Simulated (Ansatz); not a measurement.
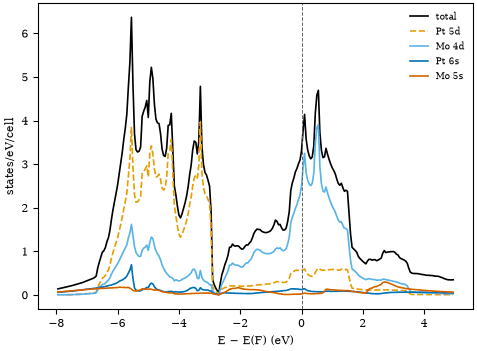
*Total and projected density of states of MoPt (rock salt, Fm-3m), r²SCAN (plane waves, PAW; program Ansatz)*

Q: Which orbitals carry the states next to the Fermi level?

A: Within 0.5 eV of the Fermi level: Mo 4d 76 %, Pt 5d 16 %. Projections are on Löwdin-orthogonalised atomic valence shells; empty p or d shells of many metals are not among them.

Q: Where is the tallest occupied peak in this window, and what makes it?

A: Near -5.5 eV, about 6.4 states/eV per cell; the largest projected share is Pt 5d.

The start of the workflow was typed in or built on a structure type; neither database checked (COD, Materials Project) lists it. Its standing as an ambient phase is unchecked. The cell was relaxed with r²SCAN under the symmetry of its start; its stability against distortions is not shown here. The run is not spin-polarised. The volume moved by 16 % from the start of the relaxation. Its formation energy is positive at this level, so the cell may be metastable or incomplete. Spin–orbit coupling is left out wherever it is not named.

Potentials: the earlier of the program's two PAW sets.
